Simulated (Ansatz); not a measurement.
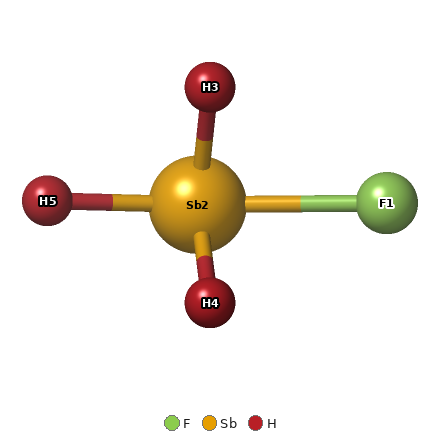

The system is FH₃Sb, charge −1; the picture shows the reference structure. 
- The turn is about an axis along (0.83, −0.52, 0.20) in the frame of the relaxed pair, normal to the line between the partners.
- First axis: distance Sb2···F1. Second axis: turn of F1 about Sb2.
- The scan uses a 9 × 9 grid; 45 points were computed and 36 follow by symmetry.
- All energies are given in kJ/mol relative to the ion and the molecule far apart, frozen as in the relaxed pair, each in its own basis (no counterpoise correction).
- These are results of RKS wB97X-V/def2-SVPD in Ansatz, not measurements.

Its coordinates:

```xyz
5

F     0.5665    1.4176   -1.4782
Sb   -0.5661    0.1852    0.0205
H     0.7803    0.5749    1.0021
H     0.1656   -1.1002   -0.8400
H    -0.9463   -1.0775    1.2957
```

Range: distance Sb2···F1 from 1.887 to 4.487 Å; turn of F1 about Sb2 from −90.0 to 90.0°.

Predict the map.

Answer. The lowest grid point is at distance Sb2···F1 = 2.261 Å, turn of F1 about Sb2 = 0.0°, −136 kJ/mol from the ion and the molecule far apart, frozen as in the relaxed pair, each in its own basis (no counterpoise correction). No other kind of well shows on this grid. The highest grid point, distance Sb2···F1 = 1.887 Å, turn of F1 about Sb2 = −67.5°, lies 372 kJ/mol above the lowest. Round the minimum the two coordinates are nearly uncoupled.

```
turn of F1 about Sb2 ↓, distance Sb2···F1 →  1.887  2.029  2.261  2.546  2.872  3.234  3.625  4.044  4.487
                                       90.0    205     96     −1    −48    −58    −51    −38    −27    −19
                                       67.5    236    123     18    −37    −52    −48    −38    −28    −20
                                       45.0    112     28    −39    −64    −63    −52    −39    −29    −21
                                       22.5    −19    −79   −110   −104    −84    −62    −45    −32    −23
                                        0.0    −65   −117   −136   −121    −94    −68    −48    −33    −24
                                      −22.5    −19    −79   −110   −104    −84    −62    −45    −32    −23
                                      −45.0    112     28    −39    −64    −63    −52    −39    −29    −21
                                      −67.5    236    123     18    −37    −52    −48    −38    −28    −20
                                      −90.0    205     96     −1    −48    −58    −51    −38    −27    −19
```

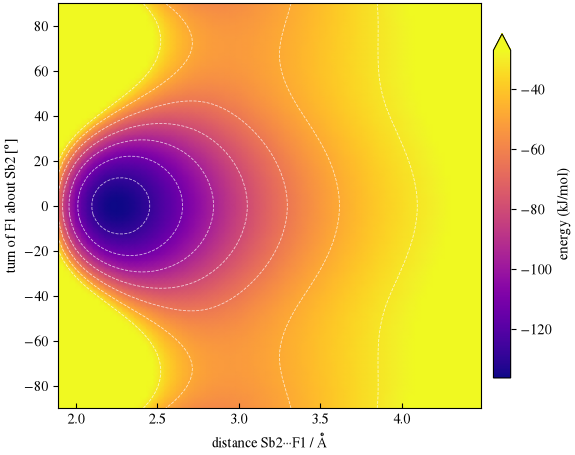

In the figure: a smooth colour map with a few white contour lines, one colour for all values above the top of the scale. Between grid points the surface is interpolated.

The whole map (45 points run) took 7.6 min on 1 thread of Arm Neoverse V2, on a shared host.
